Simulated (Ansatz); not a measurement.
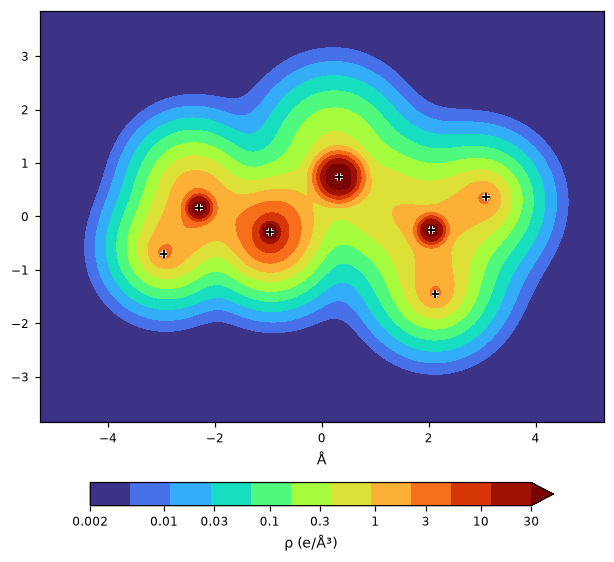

The electron density on a plane through atoms (crosses mark nuclei in the plane).

Computed with RKS PBE0-D4/def2-TZVPP in Ansatz.

Candidates:
A. CH7BOSi (SMILES B[SiH2]OC)
B. C3H4OSi (SMILES O=C=C=C[SiH3])
C. CH5AlBN (SMILES [CH3][Al]1[BH][NH]1)

Which system is this?

Answer. Candidate A: CH7BOSi on the plane of atoms Si2, B1 and H5, which holds B, Si, O, C and H. C–O (1.41 Å): ρ at the midpoint is about 2 e/Å³, with its minimum of 1.7 e/Å³ about 0.5 Å from C. Si–O (1.65 Å): the density is about 1.2 e/Å³ at the midpoint.
